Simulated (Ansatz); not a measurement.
# Fe wire along [111], 7 atoms a period: bands by functional and under strain, part 2 of 3

Aim: is the Fe wire along [111], 7 atoms a period a metal or a semiconductor?

Ansatz 0.2.0; DFT PBE, plane waves, PAW; relaxation of a wire's period (the session's first sound run).

So far: Set-up; The relaxed wire.

### Step 2. The relaxed wire (continued)

Site moment by atom:

```csv
atom,site moment (μB)
Fe1,2.55
Fe2,2.65
Fe3,2.75
Fe4,2.82
Fe5,2.77
Fe6,2.64
Fe7,2.74
```

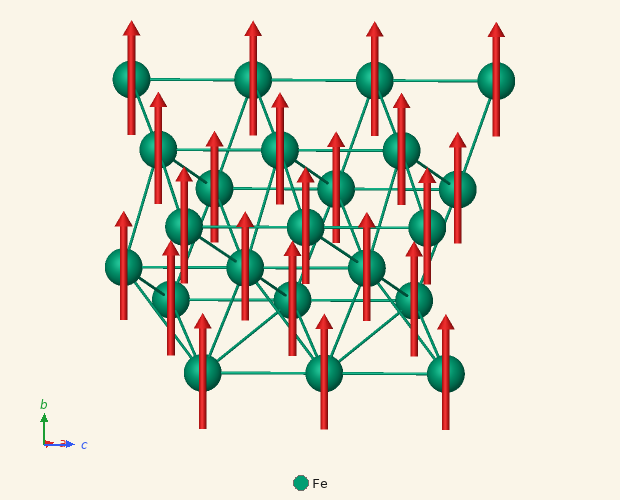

Site moment as arrows, the longest 2.82 μB. Up and down stand for the sign. Arrows give size and sign along the axis of quantisation, drawn up and down the page. 1×1×3 cells are drawn. Some periodic images of atoms are drawn too.

The cell's length comes to 2.426 Å with an absolute moment of 20.66 μB a cell.

### Step 3. Bands of the perfect wire

This step: DFT PBE, plane waves, PAW; channels and complex bands of a perfect wire (Ansatz 0.2.0).

At the relaxed period the Bloch states of the perfect wire are found at each energy: those that move forward count the open channels, and those that decay describe how a disturbance dies away inside the wire itself. An energy step of 0.035 eV is under the 0.039 eV that the program asks for its thermal average at 300 K.

The input, input.yaml:

```yaml
crystal:
  lattice:
    - [10.802, 0.0, 0.0]
    - [0.0, 12.577, 0.0]
    - [0.0, 0.0, 2.4264169195]
  atoms:
    - { symbol: Fe, position: [0.503163636, 0.443516572, 0.045908949], spin: 2.55 }
    - { symbol: Fe, position: [0.468742678, 0.627866257, 0.359937266], spin: 2.65 }
    - { symbol: Fe, position: [0.717768873, 0.388702639, 0.257112363], spin: 2.75 }
    - { symbol: Fe, position: [0.313670676, 0.510852228, 0.699485205], spin: 2.82 }
    - { symbol: Fe, position: [0.562780618, 0.27783681, 0.646641648], spin: 2.77 }
    - { symbol: Fe, position: [0.671590376, 0.563338228, 0.654045756], spin: 2.64 }
    - { symbol: Fe, position: [0.632863566, 0.733738259, 0.00353548], spin: 2.74 }
magnetization:
  spin_polarized: true
kpoints:
  mp_grid: { grid: [1, 1, 33] }
  band_path: { path: ["Γ", Z], npoints: 50 }
scf:
  occupations: { method: fermi_dirac, width: 0.05 }
hamiltonian:
  xc: pbe
output:
  transmission:
    e_range: [-2, 2]
    de: 0.035
    kmesh: [1, 1]
    reduced_basis: true
    leads: [[0, 0]]
  dos: { e_range: [-5, 4] }
  write_potential: true
  write_density: true
  volumetric_format: npy
  elf: true
```

Started as:

```console
$ ansatz run input.yaml --threads 8 --pin off --max-ram 16384MiB --backend cpu --events-out ev --progress --plain --runs-dir out
```

Numbers of over 12 decimals in the logs are rounded to 6 here.

What it wrote:

```text
[...]
Crystal: 7 atoms, lattice volume = 329.645 Å³
Basis set: ecut = 420 eV, 6383 PW (Γ)
Bands: 79, of which v1, the nominal top of the filled ones, is band 56 counted from 1 (55 counted from 0)
Symmetry: 1 space group operations
[...]
k-points: 17 of 33 (time reversal used)
[...]
Starting moments: Σ|m| = 18.92 μB on 7 of 7 sites
[...]
SCF iter   1: F=—  HF=-31352.761153 eV  |F-HF|=—  |Δ(HF+E_count)|=         —  Δρ=3.75e-2 (↑2.26e-2 ↓3.75e-2)  dr2=2.22e1  dr2_m=2.03e0  M=19.749 μB ∫|m|=19.941 μB  β_m=0.30  ethr=3.10e-3  ⟨swp⟩=8.6  Hψ=13234  notcnv=0  defer=48
[...]
SCF iter  14: F=-31354.686207 eV  HF=-31354.686207 eV  |F-HF|=1.78e-8  |Δ(HF+E_count)|=   7.14e-9  Δρ=1.80e-6 (↑8.57e-7 ↓1.80e-6)  dr2=2.25e-8  dr2_m=1.56e-9  M=19.961 μB ∫|m|=20.663 μB  ethr=5.73e-11  ⟨swp⟩=13.6  Hψ=13053  notcnv=0
SCF 1 converged in 14 iterations: F = -31354.686207 eV  dr2 = 2.25e-8
[...]
transmission: 6 of 36 steps passed
transmission: 9 of 36 steps passed
[...]
transmission: 36 of 36 steps passed
WARN: The output density's exchange-correlation potential varies sharply where the density is thin. Do not read a vacuum level from v_tot or v_xc, or from such a field of the output density. On a cell that repeats whose density bears no net charge and no dipole along the vacuum's axis use v_es (v_loc + v_h of the components); under efield.dipole_correction with no amplitude use v_es + v_field, which holds any externa [...]
NSCF: frozen V_eff on 51 k-points
SCF converged after 14 iterations
Magnetization: 19.9612 μB (65.9806 up, 46.0194 down)
Absolute magnetization: 20.6641 μB (∫|ρ↑−ρ↓|, with the PAW one-centre terms)
[...]
Per-site moments (μB) at R_I (Å): [(2.554857, 0.977335), (2.654684, 0.980550), (2.754783, 0.979673), (2.816212, 0.977335), (2.772111, 0.979673), (2.637992, 0.966262), (2.741103, 0.966262)]
Free energy (F): -31354.686207 eV
[...]
Internal energy: -31354.630776 eV  (E = F + TS)
E sigma→0 (E₀):  -31354.658491 eV
Entropy (-TS):   -0.055431 eV (-7.919 meV/atom)
Fermi energy:    1.509811 eV
[...]
--- Band table (eV; the first three rows and the last of 34) ---
  k-point 0 ↑: bands = [... 52 lower, -0.0230, 0.0320, 0.0923, 0.0954, 0.1576, 0.2097, 0.2943, 0.3593, ... 19 higher]
  k-point 1 ↑: bands = [... 52 lower, -0.0497, 0.0410, 0.0508, 0.1004, 0.1310, 0.2132, 0.3064, 0.3613, ... 19 higher]
  k-point 2 ↑: bands = [... 52 lower, -0.1254, -0.0382, 0.0096, 0.1076, 0.1248, 0.1784, 0.3010, 0.3218, ... 19 higher]
  k-point 16 ↓: bands = [... 52 lower, 2.8731, 2.9926, 3.0984, 3.1759, 3.2560, 3.3106, 3.4648, 3.5853, ... 19 higher]
--- Transmission ---
  basis      : 1187 plane waves across, 3 finite elements along
  points     : 1, standing for a mesh of 1 x 1
  filling    : by the input's occupations and mesh, since the crystals that have channels conduct as metals do. If one of these is a semiconductor, that mesh has misplaced its level
  energies   : 115 from -2.000000 to 1.990000 eV about the Fermi level, 0.035000 eV apart; the leads are filled to 0.000000 eV, and channels, transmission and decay are at -0.005000 eV
  crystal 0  : Fe7, at the sites [0, 0], period 2.4264 Å: whole cells are its period
    offset         : up to 0.0000 Å between an atom of the period and one for which it stands
    filled         : 4.2 meV under the level at which it is neutral
    channels       : 6.000000e0 up, 3.000000e0 down
    conductance    : 2.7685e14 S/m² at 300 K; may be off by some 0.1 % by where its bands' edges are placed, 0.1 % from the distance to neutral
```

It took 13 min on 8 threads of Intel Xeon Platinum 8259CL at 2.50GHz (Skylake/Cascade Lake), shared host; peak memory 4.9 GiB; 81 min of CPU time.

Reading the cycles: dr2 is the Hartree energy of the density residual (eV), the measure of convergence; HF is the Harris–Foulkes estimate of the energy, which meets the free energy F at convergence.

Numbers from this step:

* energy at zero smearing: -31354.6585 eV
* channels at the energy nearest the Fermi level, spin up: 6
* channels at the energy nearest the Fermi level, spin down: 3
* conductance of the lead as this run defines it: 4.854 G₀
* band gap: 0 eV

Table of open channels of the lead by energy, zero at the Fermi level:

| energy (eV) | spin up | spin down |
| --- | --- | --- |
| -2.000 | 8 | 4 |
| -1.510 | 10 | 4 |
| -0.985 | 6 | 2 |
| -0.495 | 8 | 3 |
| -0.005 | 6 | 3 |
| 0.485 | 6 | 9 |
| 1.010 | 7 | 8 |
| 1.500 | 9 | 6 |

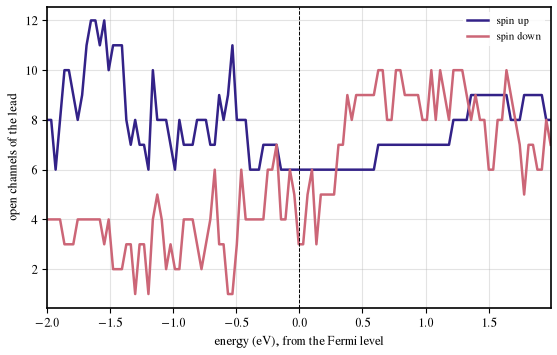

Open channels of the lead against energy.

Spin up; the slowest values at each energy, most degenerate partners merged, listed up to 1.5 1/Å. Table of Im kz of the slowest decaying states by energy, zero at the Fermi level:

| energy (eV) | decay 1 (Å⁻¹) | decay 2 (Å⁻¹) | decay 3 (Å⁻¹) | decay 4 (Å⁻¹) |
| --- | --- | --- | --- | --- |
| -2.000 | 0.0597 | 0.116 | 0.149 | 0.185 |
| -1.510 | 0.0547 | 0.0982 | 0.181 | 0.222 |
| -0.985 | 0.0401 | 0.0896 | 0.122 | 0.152 |
| -0.495 | 0.0655 | 0.104 | 0.112 | 0.235 |
| -0.005 | 0.182 | 0.196 | 0.203 | 0.295 |
| 0.485 | 0.0987 | 0.222 | 0.256 | 0.357 |
| 1.010 | 0.150 | 0.319 | 0.382 | 0.473 |
| 1.500 | 0.203 | 0.330 | 0.557 | 0.652 |

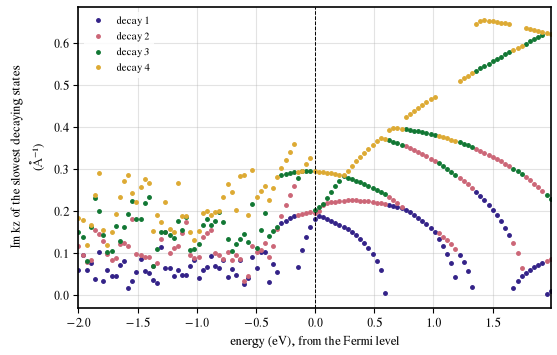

Im kz of the slowest decaying states against energy.

Spin down; the slowest values at each energy, most degenerate partners merged, listed up to 1.5 1/Å. Table of Im kz of the slowest decaying states by energy, zero at the Fermi level:

```
energy (eV)  decay 1 (Å⁻¹)  decay 2 (Å⁻¹)  decay 3 (Å⁻¹)  decay 4 (Å⁻¹)
    -2.0000          0.174          0.270          0.352          0.505
    -1.7550          0.145          0.284          0.290          0.372
    -1.5100         0.0528          0.171          0.279          0.412
    -1.2650         0.0666         0.0938          0.149          0.159
    -0.9850         0.0357          0.118          0.160          0.209
    -0.7400         0.0415         0.0420          0.135          0.222
    -0.4950         0.0677         0.0776         0.0990          0.120
    -0.2500         0.0712          0.104          0.199          0.257
    -0.0050         0.0701          0.071          0.132          0.211
     0.2400          0.104          0.122          0.216          0.222
     0.4850         0.0864          0.186          0.201          0.300
     0.7650          0.178          0.205          0.289          0.320
     1.0100         0.0807          0.143          0.146          0.158
     1.2550         0.0934          0.144          0.211          0.273
     1.5000         0.0850          0.109          0.111          0.159
     1.7450         0.0493         0.0930          0.119          0.127
```

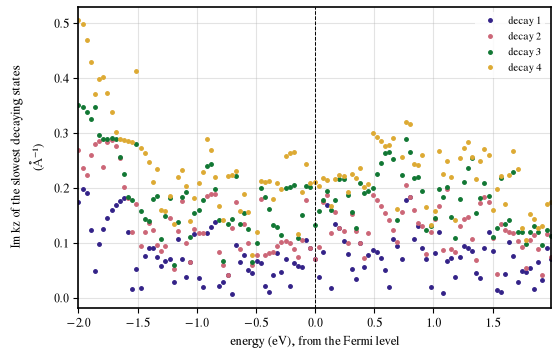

Im kz of the slowest decaying states, plotted against energy.

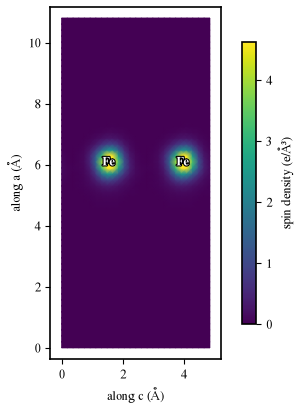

Spin density in the ca plane at fractional y = 0.278, with atoms of Fe within 0.2 Å of it.

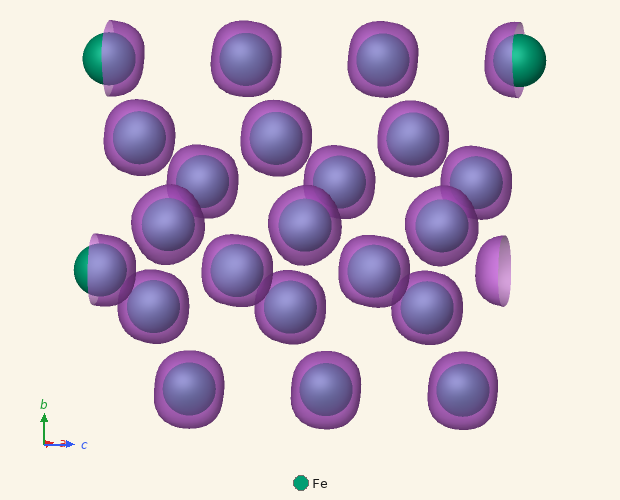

Surface of spin density = 0.56 e/Å³, which holds about 70 % of the integral of its size. 1×1×3 cells are drawn.

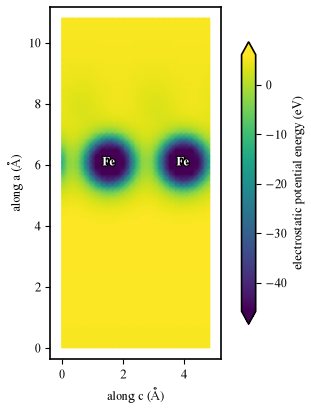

Electrostatic potential energy in the ca plane at fractional y = 0.278, with atoms of Fe within 0.2 Å of it. With pseudopotentials it is smooth inside the atoms' cores, unlike the true potential.

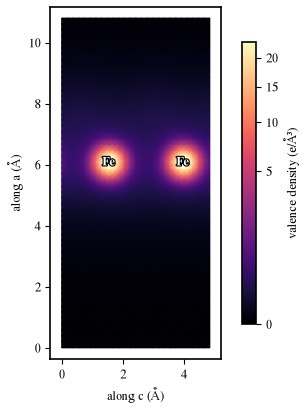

Valence density in the ca plane at fractional y = 0.278, with atoms of Fe within 0.2 Å of it. It is the smooth field of the valence electrons, not physical close to the nuclei. The colour scale is stretched toward low values.

By hand: the program gives 2.7685 × 10^14 S/m² over the cell's cross-section of 135.86 Å² = 1.359 × 10^-18 m², so one cell conducts 3.761 × 10^-4 S. Divided by G0 = 2e²/h = 7.748 × 10^-5 S this is 4.85 G0, a resistance of 2.66 kΩ.

At the computed energy nearest the Fermi level there are 6 spin-up and 3 spin-down channels, and the thermal average gives 4.85 G₀.

### Step 4. Another level of theory, level LDA, cutoff 420 eV

This step: DFT LDA, plane waves, PAW; bands of a perfect wire at the PBE geometry (Ansatz 0.2.0).

The atoms stay at the PBE geometry and the functional changes. At fixed atoms LDA and the gradient-corrected functionals usually give like bands; this run checks that. Against the first PBE run of this kind, the mesh along the wire has 25 points against 33.

Changes to input.yaml since step 3:

```diff
@@ -16,3 +16,3 @@
 kpoints:
-  mp_grid: { grid: [1, 1, 33] }
+  mp_grid: { grid: [1, 1, 25] }
   band_path: { path: ["Γ", Z], npoints: 50 }
@@ -21,14 +21,2 @@
 hamiltonian:
-  xc: pbe
-output:
-  transmission:
-    e_range: [-2, 2]
-    de: 0.035
-    kmesh: [1, 1]
-    reduced_basis: true
-    leads: [[0, 0]]
-  dos: { e_range: [-5, 4] }
-  write_potential: true
-  write_density: true
-  volumetric_format: npy
-  elf: true
+  xc: lda
```

What it wrote:

```text
[...]
Crystal: 7 atoms, lattice volume = 329.645 Å³
Basis set: ecut = 420 eV, 6383 PW (Γ)
Bands: 79, of which v1, the nominal top of the filled ones, is band 56 counted from 1 (55 counted from 0)
Symmetry: 1 space group operations
[...]
k-points: 13 of 25 (time reversal used)
[...]
Starting moments: Σ|m| = 18.92 μB on 7 of 7 sites
[...]
SCF iter   1: F=—  HF=-30927.053822 eV  |F-HF|=—  |Δ(HF+E_count)|=         —  Δρ=3.73e-2 (↑1.77e-2 ↓3.73e-2)  dr2=2.30e1  dr2_m=1.50e0  M=19.310 μB ∫|m|=19.436 μB  β_m=0.30  ethr=3.10e-3  ⟨swp⟩=8.9  Hψ=10262  notcnv=0  defer=37
[...]
SCF iter  13: F=-30928.351293 eV  HF=-30928.351293 eV  |F-HF|=1.52e-8  |Δ(HF+E_count)|=  7.28e-11  Δρ=1.47e-6 (↑1.47e-6 ↓1.26e-6)  dr2=1.71e-8  dr2_m=1.06e-9  M=19.671 μB ∫|m|=20.007 μB  ethr=4.51e-11  ⟨swp⟩=13.6  Hψ=9903  notcnv=0
SCF 1 converged in 13 iterations: F = -30928.351293 eV  dr2 = 1.71e-8
[...]
SCF converged after 13 iterations
Magnetization: 19.6705 μB (65.8353 up, 46.1647 down)
Absolute magnetization: 20.0074 μB (∫|ρ↑−ρ↓|, with the PAW one-centre terms)
[...]
Per-site moments (μB) at R_I (Å): [(2.490454, 0.977335), (2.593901, 0.980550), (2.684506, 0.979673), (2.763176, 0.977335), (2.718114, 0.979673), (2.570700, 0.966262), (2.690218, 0.966262)]
Free energy (F): -30928.351293 eV
[...]
Internal energy: -30928.281912 eV  (E = F + TS)
E sigma→0 (E₀):  -30928.316602 eV
Entropy (-TS):   -0.069381 eV (-9.912 meV/atom)
Fermi energy:    1.138830 eV
[...]
--- Band table (eV; the first three rows and the last of 26) ---
  k-point 0 ↑: bands = [... 52 lower, -0.2167, -0.1638, -0.1222, -0.1171, -0.0504, 0.0011, 0.0847, 0.1255, ... 19 higher]
  k-point 1 ↑: bands = [... 52 lower, -0.2719, -0.1915, -0.1665, -0.1014, -0.0832, -0.0109, 0.0932, 0.1228, ... 19 higher]
  k-point 2 ↑: bands = [... 52 lower, -0.3857, -0.3120, -0.2389, -0.1560, -0.0812, -0.0599, 0.0464, 0.0833, ... 19 higher]
  k-point 12 ↓: bands = [... 52 lower, 2.3681, 2.5206, 2.6252, 2.6868, 2.7964, 2.8305, 3.0674, 3.1740, ... 19 higher]
```

Run time: 34 s. Hardware: 8 threads; peak memory 2.2 GiB; 4.3 min of CPU time.

Numbers from this step:

```yaml
energy_at_zero_smearing: -30928.3166 eV
total_moment: 19.67 μB
absolute_moment: 20.01 μB
```

Site moment by atom:

```
atom  site moment (μB)
 Fe1              2.49
 Fe2              2.59
 Fe3              2.68
 Fe4              2.76
 Fe5              2.72
 Fe6              2.57
 Fe7              2.69
```

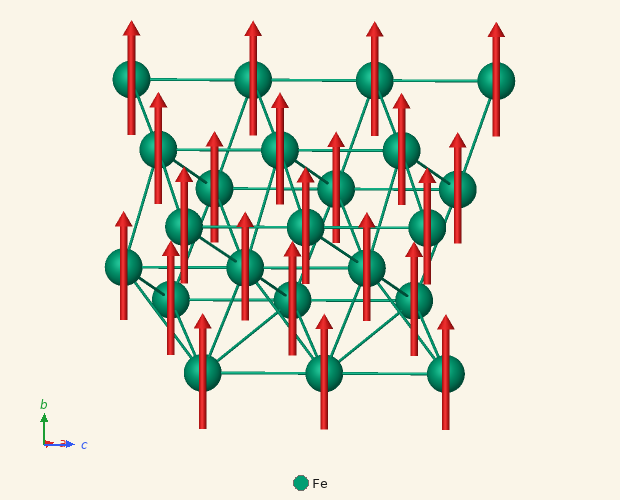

Site moment as arrows, the longest 2.76 μB. Up and down stand for the sign. Arrows give size and sign along the axis of quantisation, drawn up and down the page. 1×1×3 cells are drawn. Some periodic images of atoms are drawn too.

Bands cross the Fermi level, as under PBE at the relaxed period, with an absolute moment of 20.01 μB a cell.

### Step 5. Another level of theory, level PBEsol, cutoff 420 eV

This step: DFT PBEsol, plane waves, PAW; bands of a perfect wire at the PBE geometry (Ansatz 0.2.0).

The atoms stay at the PBE geometry and the functional changes. At fixed atoms LDA and the gradient-corrected functionals usually give like bands; this run checks that. Against the first PBE run of this kind, the mesh along the wire has 25 points against 33.

Changes to input.yaml since step 4:

```diff
@@ -21,2 +21,2 @@
 hamiltonian:
-  xc: lda
+  xc: pbesol
```

What it wrote:

```text
[...]
Crystal: 7 atoms, lattice volume = 329.645 Å³
Basis set: ecut = 420 eV, 6383 PW (Γ)
Bands: 79, of which v1, the nominal top of the filled ones, is band 56 counted from 1 (55 counted from 0)
Symmetry: 1 space group operations
[...]
k-points: 13 of 25 (time reversal used)
[...]
Starting moments: Σ|m| = 18.92 μB on 7 of 7 sites
[...]
k-point 0 ↑: bands = [... 52 lower, -0.1089, -0.0494, 0.0091, 0.0140, 0.0745, 0.1224, 0.2081, 0.2656, ... 19 higher]
  k-point 1 ↑: bands = [... 52 lower, -0.1507, -0.0636, -0.0450, 0.0224, 0.0418, 0.1166, 0.2264, 0.2598, ... 19 higher]
  k-point 2 ↑: bands = [... 52 lower, -0.2636, -0.1742, -0.1142, -0.0295, 0.0415, 0.0694, 0.1856, 0.2099, ... 19 higher]
  k-point 12 ↓: bands = [... 52 lower, 2.7368, 2.8720, 2.9777, 3.0530, 3.1538, 3.1850, 3.3642, 3.4888, ... 19 higher]
[key lines of the parts left out:]
SCF converged after 15 iterations
Magnetization: 19.9750 μB (65.9875 up, 46.0125 down)
Free energy (F): -31131.811826 eV
Fermi energy:    1.410006 eV
```

Elapsed: 37 s, on 8 threads; peak memory 2.2 GiB; 4.7 min of CPU time.

Bands cross the Fermi level, as under PBE at the relaxed period, with an absolute moment of 20.56 μB a cell.

### Step 6. Levels at the same atoms, level r2SCAN, cutoff 500 eV

This step: DFT r2SCAN, plane waves, PAW; bands of a perfect wire at the PBE geometry (Ansatz 0.2.0).

The atoms stay at the PBE geometry and the functional changes. r2SCAN also reads the kinetic-energy density; it often gives larger moments and wider gaps than PBE, at a higher cost. Against the first PBE run of this kind, the cutoff is 500 eV against 420 and the mesh along the wire has 25 points against 33.

Changes to input.yaml since step 5:

```diff
@@ -21,2 +21,2 @@
 hamiltonian:
-  xc: pbesol
+  xc: r2scan
```

What it wrote:

```text
[...]
Crystal: 7 atoms, lattice volume = 329.645 Å³
Basis set: ecut = 500 eV, 8439 PW (Γ), exchange–correlation on 320×384×72 points (64 copies of the dense FFT grid, shifted against one another)
Bands: 79, of which v1, the nominal top of the filled ones, is band 56 counted from 1 (55 counted from 0)
Symmetry: 1 space group operations
[...]
k-point 0 ↑: bands = [... 52 lower, -0.8274, -0.7271, -0.6676, -0.6601, -0.5962, -0.5525, -0.4205, -0.3679, ... 19 higher]
  k-point 1 ↑: bands = [... 52 lower, -0.8563, -0.7501, -0.7145, -0.6431, -0.6069, -0.5616, -0.4334, -0.4016, ... 19 higher]
  k-point 2 ↑: bands = [... 52 lower, -0.9369, -0.8186, -0.7910, -0.6882, -0.6187, -0.5963, -0.4805, -0.4584, ... 19 higher]
  k-point 12 ↓: bands = [... 52 lower, 3.4180, 3.5070, 3.6458, 3.7122, 3.7769, 3.8326, 4.0311, 4.1036, ... 19 higher]
[key lines of the parts left out:]
SCF converged after 19 iterations
Magnetization: 20.9125 μB (66.4562 up, 45.5438 down)
Free energy (F): -31392.383170 eV
Fermi energy:    1.577477 eV
```

It took 83 s on 8 threads; peak memory 3.2 GiB.

Bands cross the Fermi level, as under PBE at the relaxed period, with an absolute moment of 22.71 μB a cell.

### Step 7. Another level of theory, level PBE, no spin, cutoff 420 eV

This step: DFT PBE, plane waves, PAW; bands of a perfect wire at the PBE geometry (Ansatz 0.2.0).

The same atoms without spin show what the magnetic order does to the bands. Against the first PBE run of this kind, the mesh along the wire has 25 points against 33.

The input, input.yaml:

```yaml
crystal:
  lattice:
    - [10.802, 0.0, 0.0]
    - [0.0, 12.577, 0.0]
    - [0.0, 0.0, 2.4264169195]
  atoms:
    - { symbol: Fe, position: [0.503163636, 0.443516572, 0.045908949] }
    - { symbol: Fe, position: [0.468742678, 0.627866257, 0.359937266] }
    - { symbol: Fe, position: [0.717768873, 0.388702639, 0.257112363] }
    - { symbol: Fe, position: [0.313670676, 0.510852228, 0.699485205] }
    - { symbol: Fe, position: [0.562780618, 0.27783681, 0.646641648] }
    - { symbol: Fe, position: [0.671590376, 0.563338228, 0.654045756] }
    - { symbol: Fe, position: [0.632863566, 0.733738259, 0.00353548] }
kpoints:
  mp_grid: { grid: [1, 1, 25] }
  band_path: { path: ["Γ", Z], npoints: 50 }
scf:
  occupations: { method: fermi_dirac, width: 0.05 }
hamiltonian:
  xc: pbe
```

What it wrote:

```text
[...]
Crystal: 7 atoms, lattice volume = 329.645 Å³
Basis set: ecut = 420 eV, 6383 PW (Γ)
Bands: 68, of which v1, the nominal top of the filled ones, is band 56 counted from 1 (55 counted from 0)
Symmetry: 1 space group operations
[...]
k-points: 13 of 25 (time reversal used)
[...]
--- Band table (eV; the first three rows and the last of 13) ---
  k-point 0: bands = [... 52 lower, 1.0438, 1.0832, 1.1042, 1.2169, 1.3053, 1.3311, 1.3712, 1.4774, ... 8 higher]
  k-point 1: bands = [... 52 lower, 1.0055, 1.0637, 1.0835, 1.2090, 1.2898, 1.3106, 1.3632, 1.4378, ... 8 higher]
  k-point 2: bands = [... 52 lower, 0.9262, 0.9856, 1.0178, 1.2035, 1.2274, 1.2498, 1.3104, 1.3943, ... 8 higher]
  k-point 12: bands = [... 52 lower, 1.1672, 1.2680, 1.3241, 1.4041, 1.4387, 1.5190, 1.8600, 1.9332, ... 8 higher]
[key lines of the parts left out:]
SCF converged after 11 iterations
Free energy (F): -31350.312170 eV
Fermi energy:    1.205829 eV
```

Elapsed: 11 s, on 8 threads; peak memory 1.6 GiB; 84 s of CPU time.

Bands cross the Fermi level, as under PBE at the relaxed period.

(Part 2 of 3 ends here.)

[Logs are printed without paths, hosts, clocks, repeated set-up lines and the standing remarks that a program may print on its own settings, such as how far it seeks lower states.]

[Hosts, paths, dates, database ids (printed as entryN), source tags and the programs' standing remarks are cut or masked in the printed files.]
